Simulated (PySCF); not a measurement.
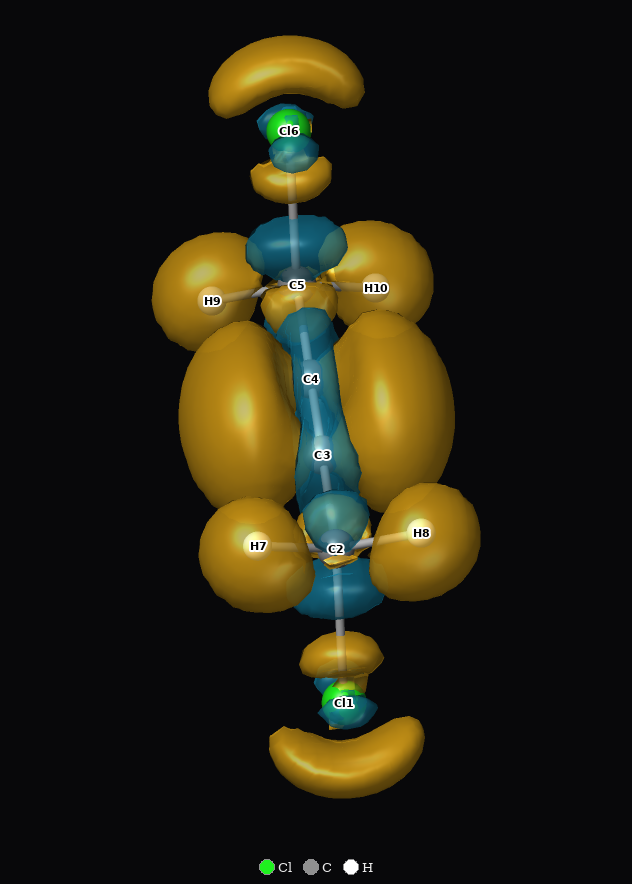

Figure 1: C$_{4}$H$_{4}$Cl$_{2}$, charge +1, doublet, SMILES `ClC/[C]=[C+]/CCl`. Fukui function f⁺ = ρ(N+1) − ρ(N) at fixed geometry, surfaces at ±0.02 e/Å³ (yellow positive, teal negative).

Method: M06-2X/6-311+G**; geometry: GFN2-xTB; program: PySCF. No frequency check shows the geometry to be a minimum. GFN2-xTB bond lengths at metals and heavier atoms can be off by up to 0.1 Å and shapes distorted, which carries into these values. GFN2-xTB doesn't know the spin state, so this open-shell geometry is rough.

Input script:

```python
import numpy as np
from pyscf import gto, scf, dft
from pyscf.scf import atom_ks, atom_hf
from scipy.linalg import block_diag

def solve(mol, dm0=None, hcore=None):
    mf = (dft.UKS if mol.spin else dft.RKS)(mol, xc='m062x')
    mf.grids.level = 3
    mf = mf.density_fit(auxbasis='def2-universal-jkfit')
    mf.conv_tol, mf.max_cycle = 1e-8, 80
    if hcore is not None:
        mf.get_hcore = lambda *args: hcore
    mf.kernel(dm0)
    if not mf.converged:
        mf = mf.newton().run(mf.mo_coeff, mf.mo_occ, max_cycle=30)
    assert mf.converged, 'SCF not converged'
    return mf

mol = gto.M(atom='''
Cl    -3.16416    -0.30703    -0.00014
C     -1.82958     0.87978    -0.00042
C     -0.53799     0.27955     0.00082
C      0.53799    -0.27955     0.00082
C      1.82958    -0.87978    -0.00042
Cl     3.16416     0.30703    -0.00014
H     -1.95864     1.52027    -0.88381
H     -1.95864     1.52027     0.88372
H      1.95864    -1.52027    -0.88381
H      1.95864    -1.52027     0.88372
''', basis='6-311+g**', charge=1, spin=1, verbose=4)
mf = solve(mol)
out = dict(e0=mf.e_tot, dm0=mf.make_rdm1(), c=mf.mo_coeff, occ=mf.mo_occ, eps=mf.mo_energy)
for name, dq, spin in [('cation', 1, 0), ('anion', -1, 0)]:
    ion = mol.copy().set(charge=mol.charge + dq, spin=spin).build()
    mi = solve(ion)
    if spin and dq > 0 and mol.nao < 130:
        c, _, stable, _ = mi.stability(return_status=True)
        if not stable:
            mi = solve(ion, mi.make_rdm1(c, mi.mo_occ))
    print(name, 'vertical energy change / eV', (mi.e_tot - mf.e_tot) * 27.211386)
    out.update({'e_' + name: mi.e_tot, 'dm_' + name: mi.make_rdm1(), 's2_' + name: mi.spin_square()[0], 'eps_' + name: mi.mo_energy, 'occ_' + name: mi.mo_occ})
# spherically averaged free atoms, for the promolecule
atm = atom_ks.get_atm_nrks(mol, xc='m062x')
pro = block_diag(*[(atm[a[0]][2] * atm[a[0]][3]) @ atm[a[0]][2].T for a in mol._atom])
np.savez('result.npz', pro=pro, **out)
```

Command:

```sh
OMP_NUM_THREADS=1 python input.py
```

The run took 4.3 min on 1 thread of Arm Neoverse V1, on a shared host, peak memory 0.87 GiB.

Partitions, critical points and surface values were worked out afterwards from this run's density.

**Which atoms respond most to the addition of an electron?**

f⁺ (Hirshfeld-condensed) is largest on C3 and C4 (0.20 each) and Cl1 and Cl6 (0.14 each); the vertical electron affinity is 10.29 eV (to the singlet neutral species, which needn't be its lowest state). Condensed values hint at sites of nucleophilic attack but needn't mark the atom that reacts. Orbital relaxation makes it negative in places (0.19 e in all).

```tsv
atom	f⁺	charge
Cl1	+0.14	+0.10
C2	+0.04	+0.01
C3	+0.20	+0.14
C4	+0.20	+0.14
C5	+0.04	+0.01
Cl6	+0.14	+0.10
H7	+0.06	+0.13
H8	+0.06	+0.13
H9	+0.06	+0.13
H10	+0.06	+0.13
```
